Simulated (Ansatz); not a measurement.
System: CH₂AlSi (doublet).

```yaml
atoms:
  - { symbol: Al, position_ang: [-1.1554, -0.0665, -0.3801] }
  - { symbol: C, position_ang: [-0.1952, -0.2285, 1.2083] }
  - { symbol: Si, position_ang: [1.1298, 0.1053, 0.1360] }
  - { symbol: H, position_ang: [-2.3834, -0.0376, -1.3674] }
  - { symbol: H, position_ang: [2.6042, 0.2273, 0.4033] }
```

Geometry: PBE0-D4/def2-TZVP.

Theory: UKS PBE0-D4/def2-TZVPP (Ansatz).

What can the converged electron density, electron localisation function and spin density tell about the bonding?

Answer. C–Si (1.74 Å): the density is about 1.1 e/Å³ at the midpoint; the ELF peaks at about 0.85 between the atoms (localised, covalent bonding).
C–Al (1.86 Å): ρ is about 0.72 e/Å³ halfway; the ELF peaks at about 0.85 in the valence shell of C, 0.7 Å from its nucleus, and is about 0.60 at the midpoint.
Al–Si (2.35 Å): the density is about 0.45 e/Å³ at the midpoint; the ELF peaks at about 0.60 in the valence shell of Si, 1.0 Å from its nucleus, and is about 0.55 at the midpoint.
Si–H (1.50 Å): ρ is about 0.78 e/Å³ halfway; the ELF climbs to about 1 towards the hydrogen, as it does in any bond to H.
The unpaired spin (1 electron) lies mostly on C2 (about 0.6) and Si3 (about 0.3), in electrons by Hirshfeld's partition.

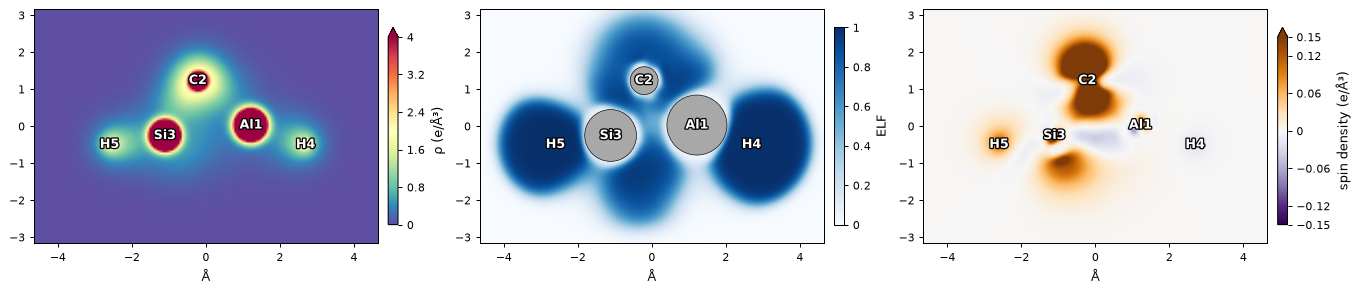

Computed electron density, electron localisation function and spin density on the molecular plane, in this order. Grey discs cover the atomic cores in the ELF map. 
